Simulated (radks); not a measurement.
Run report: Ge⁺, atomic calculation

System: the Ge⁺ ion in the configuration [Ar] 3d10 4s2 4p1.
Method: non-relativistic Kohn-Sham, PBE, spin-unpolarised, spherical densities, point nucleus (the in-house radial solver radks).

## Output
```
1s      1   2.0000        -397.34062449
2s      1   2.0000         -49.46779147
2p      1   6.0000         -44.07579518
3s      1   2.0000          -6.31926272
3p      1   6.0000          -4.53408125
3d      1  10.0000          -1.43840690
4s      1   2.0000          -0.71569008
4p      1   1.0000          -0.41400090
Etot -2076.358080282267
Ekin 2075.029706274052
Encl -4958.791208038201
Eh 885.8028166818615
Exc -78.39939519997921
err 3.464850931994769e-09
it 14
```

## Orbitals

```tsv
orbital	occupation	energy (eV)	⟨r⟩ (bohr)	outer maximum (bohr)
1s	2	−10812.2	0.04786	0.0316
2s	2	−1346.1	0.2139	0.180
2p	6	−1199.4	0.1853	0.143
3s	2	−171.956	0.6350	0.552
3p	6	−123.379	0.6517	0.547
3d	10	−39.141	0.7311	0.503
4s	2	−19.475	2.062	1.74
4p	1	−11.266	2.562	2.10
```

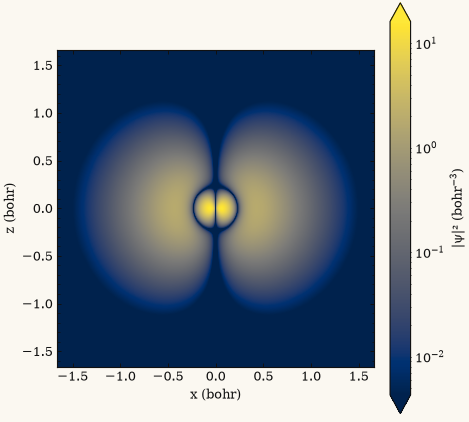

One occupied orbital is shown. In the xz plane through the nucleus, the colour gives |ψ|² on a logarithmic scale. The radial function comes from the spherical calculation and is multiplied by a real spherical harmonic; the overall sign is chosen so that the largest lobe of P(r) is positive. It is 3p(x). It has the nodal plane yz and 1 radial node, at r = 0.233 bohr. The outermost maximum of P² lies at 0.547 bohr, ⟨r⟩ = 0.652 bohr, 90 % of the charge lies within 1.00 bohr, and the eigenvalue is −123.4 eV, with 6 electrons in the shell.

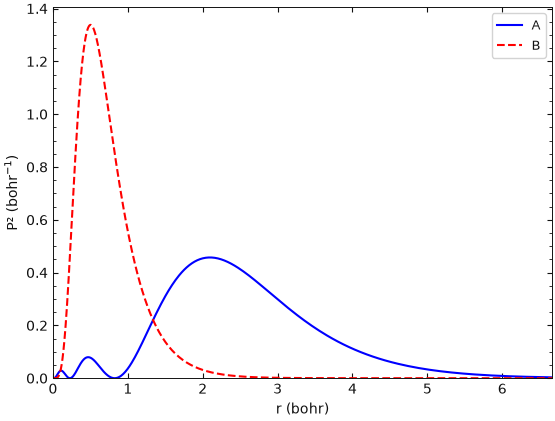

The radial probability densities P² of 3d and 4p. A is 4p; B is 3d. 3d: outer maximum at 0.503 bohr, ⟨r⟩ = 0.731 bohr, 0 nodes, eigenvalue −39.1 eV; 4p: outer maximum at 2.10 bohr, ⟨r⟩ = 2.56 bohr, 2 nodes, eigenvalue −11.3 eV.

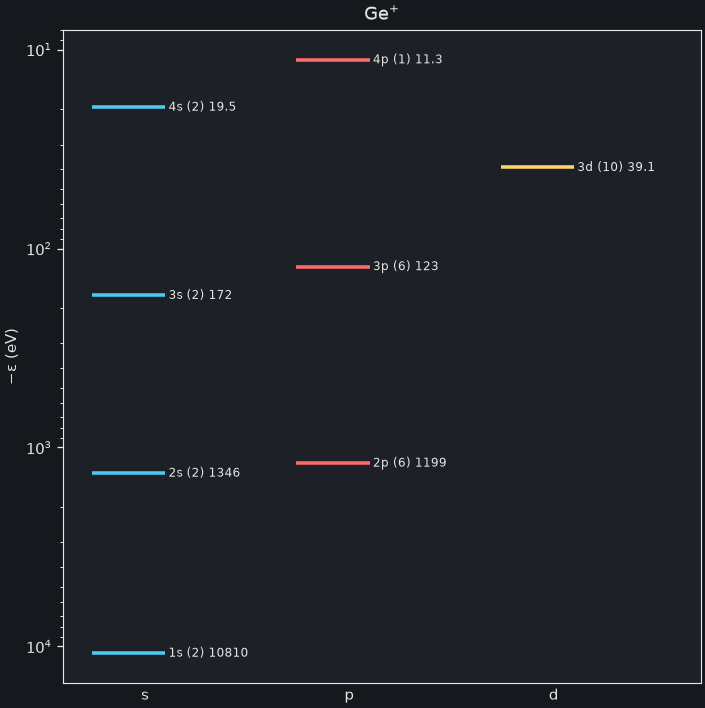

All occupied levels, on a logarithmic scale of binding energy, are drawn (occupations in brackets). The highest occupied level is 4p at −11.3 eV. The highest 3 occupied levels, from the top down, are 4p (−11.3 eV), 4s (−19.5 eV), 3d (−39.1 eV). The measured ionisation energy (NIST) is 15.9 eV; minus the highest level, 11.3 eV, lies 29 % below it, as is usual for a semilocal functional, whose potential decays too fast.

## Input file
```
Z 32
configuration [Ar] 3d10 4s2 4p1
relativity non-relativistic
functional pbe,pbe
spin unpolarised
nucleus point
```

Energies in input and log are in hartree, lengths in bohr.

## Summary

| quantity | value |
| --- | --- |
| outcome | converged |
| total energy | −2076.3581 hartree |
| kinetic energy | 2075.0297 hartree |
| electron–nucleus energy | −4958.7912 hartree |
| Hartree energy | 885.802817 hartree |
| exchange–correlation energy | −78.399395 hartree |
| radius at density 0.001 e/bohr³ | 3.96 bohr |
| SCF iterations | 14 |
| hardware | 1 CPU thread, shared host |
